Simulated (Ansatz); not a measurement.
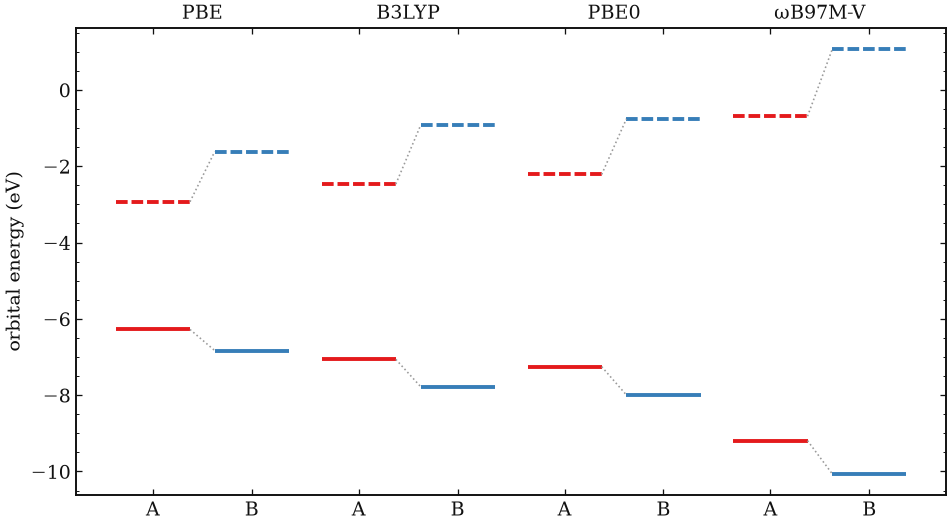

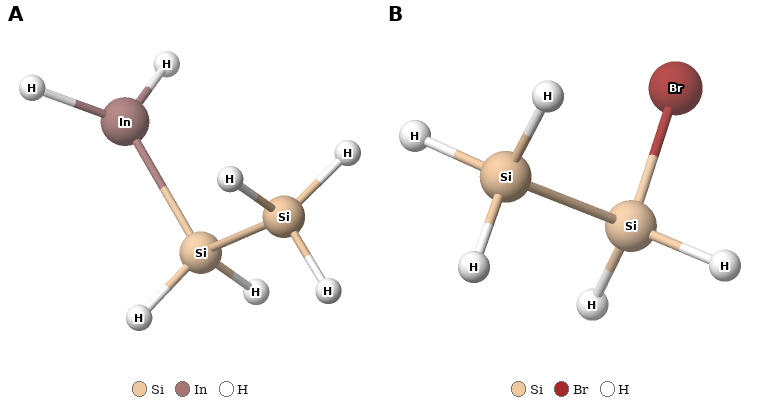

One change: A, InSi₂H₇ (SMILES [SiH3][SiH2][InH2]), becomes B, Si₂H₅Br (SMILES [SiH3][SiH2]Br). InH₂ on Si is replaced by Br. HOMO (solid) and LUMO (dashed) computed in def2-TZVPP at PBE0-D4/def2-TZVP geometries, both minima by their frequencies, gas phase, the Ansatz code 0.2.0. Empty levels above zero depend strongly on the basis.

Q: What does the change do to HOMO and LUMO?

A: PBE: the HOMO falls by 0.55 eV, the LUMO rises by 1.31 eV, and the separation goes from 3.35 to 5.21 eV. B3LYP: the HOMO falls by 0.71 eV, the LUMO rises by 1.54 eV, and the separation goes from 4.60 to 6.84 eV. PBE0: the HOMO falls by 0.74 eV, the LUMO rises by 1.45 eV, and the separation goes from 5.04 to 7.24 eV. ωB97M-V: the HOMO falls by 0.87 eV, the LUMO rises by 1.76 eV, and the separation goes from 8.50 to 11.13 eV.

Q: Do the functionals agree on the effect?

A: They agree on the direction for both levels; the HOMO shift lies between −0.87 and −0.55 eV and the LUMO shift between 1.31 and 1.76 eV, while the separations themselves differ by up to 5.9 eV between functionals.

Note: core potentials past krypton; spin-orbit coupling is left out, and with In it can shift these values.
